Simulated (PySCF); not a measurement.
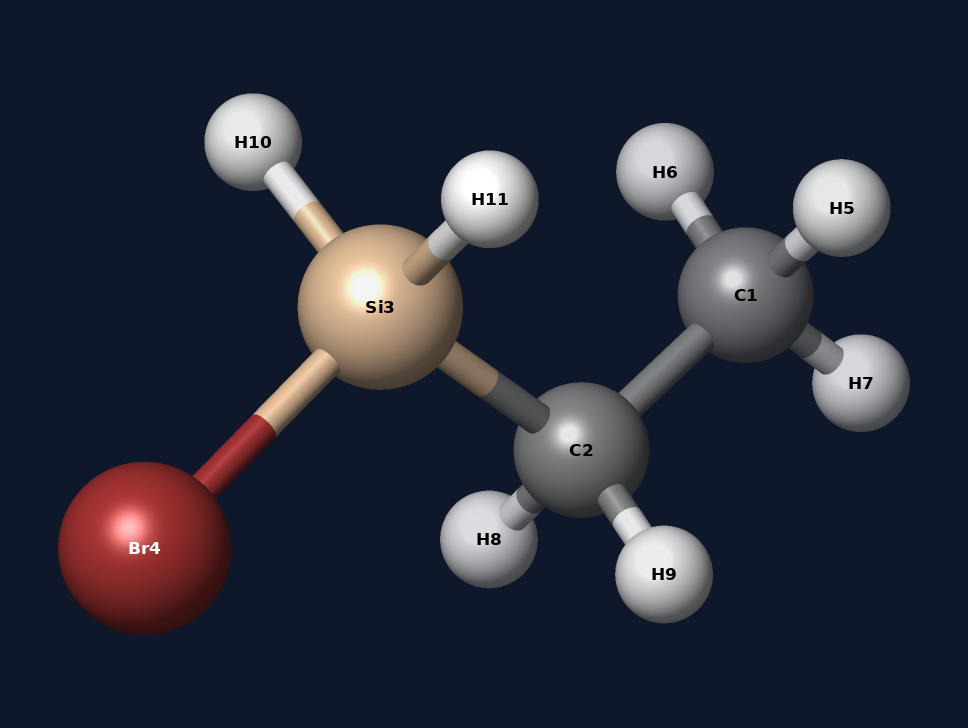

The atoms are numbered. The computed structure is the end point of a PBE0-D3(BJ)/def2-SVP optimisation. No frequency run is at hand to confirm it as a minimum.

Q: Describe the coordination of atom 2.

A: C2 has 4 neighbours (C1 at 1.53, Si3 at 1.88, H8 at 1.10, H9 at 1.10 Å); the arrangement is tetrahedral.

Q: Describe the coordination of atom 3.

A: Si3 has 4 neighbours (C2 at 1.88, Br4 at 2.23, H10 at 1.49, H11 at 1.49 Å); the arrangement is tetrahedral.

Q: What is the geometry at C1?

A: C1 has 4 neighbours (C2 at 1.53, H5 at 1.10, H6 at 1.10, H7 at 1.10 Å); the arrangement is tetrahedral.

Q: What is the dihedral angle C1–C2–Si3–Br4?

A: 179° in size, that is anti.
